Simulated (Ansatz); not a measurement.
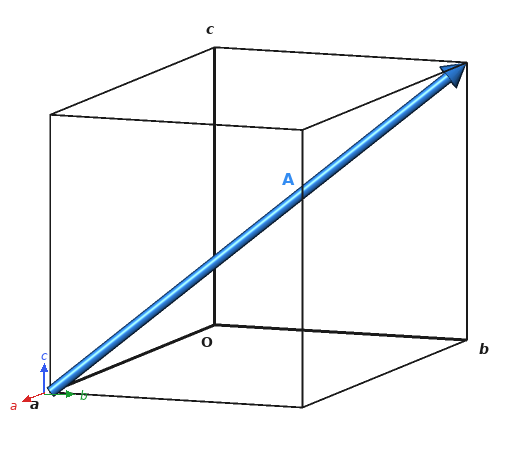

Crystal: Cu2CO3, coordinates from a relaxation (final pressure about 20 GPa) with DFT, PAW plane waves, r2scan (Ansatz 0.2.0); the starting structure was generated, so it need not be a known form of this composition. The arrow starts at a corner of the unit cell and ends on its surface; where a tip isn't a corner, dashed lines run from it parallel to the axes. The drawing is computed from the coordinates (standard cell, symmetry found to 0.002 Å).

a = 4.650 Å, b = 4.650 Å, c = 5.367 Å, α = 90.00°, β = 90.00°, γ = 120.00°.

> Index the direction.

Arrow A runs from (1, 0, 0) to (0, 1, 1), so [−1 1 1], in four indices [−1 1 0 1].

> How long is the vector ua + vb + wc?

9.678 Å.
